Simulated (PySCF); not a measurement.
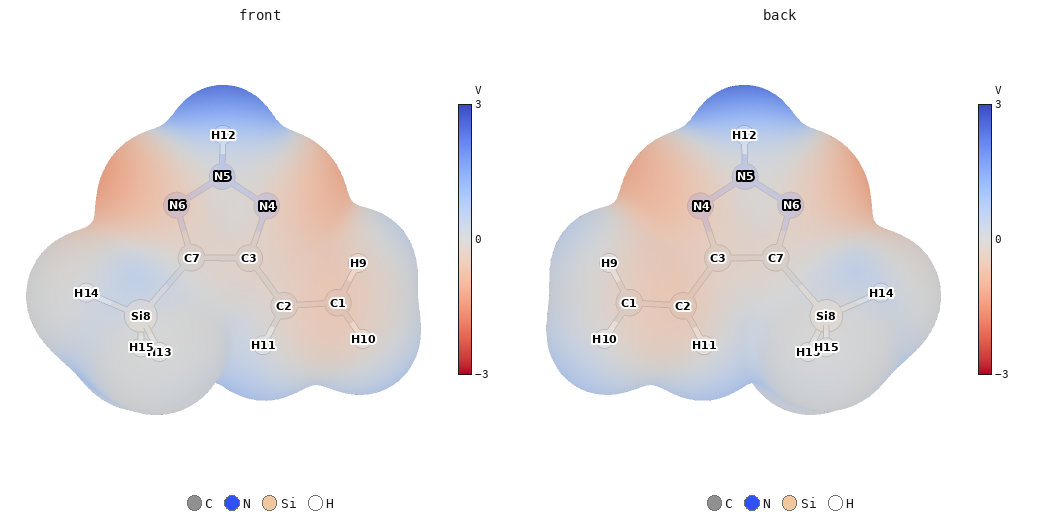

Figure. C4H7N3Si. The electrostatic potential painted on the density surface at 0.001 e/bohr³, seen from the front and from behind; the colour scale runs from red (negative) to blue (positive).

Geometry: GFN2-xTB.

All numbers below come from PBE0/def2-SVPD, SCF density, gas phase in PySCF 2.14.0.

```xyz
15

C     2.7147   -0.0329   -0.3316
C     1.4805   -0.3942   -0.0032
C     0.3203    0.4378   -0.2128
N     0.3520    1.6625   -0.7329
N    -0.9032    2.0463   -0.7432
N    -1.7646    1.1722   -0.2725
C    -1.0346    0.1228    0.0828
Si   -1.8006   -1.4222    0.8105
H     2.9057    0.9268   -0.7806
H     3.5600   -0.6780   -0.1636
H     1.2714   -1.3556    0.4480
H    -1.1843    2.9510   -1.0912
H    -1.2155   -1.6467    2.1366
H    -3.2437   -1.2305    0.8945
H    -1.4625   -2.5513   -0.0625
```

Q: Describe the electrostatic potential map.

A: The most negative region (about −1.2 V, or −28 kcal/mol for a unit charge) lies over N6, the most positive (about +2.2 V, or +51 kcal/mol for a unit charge) over H12. N6 is the likeliest acceptor of a hydrogen bond.

Q: How polar is the molecule by this calculation?

A: Its dipole moment is 0.36 D.
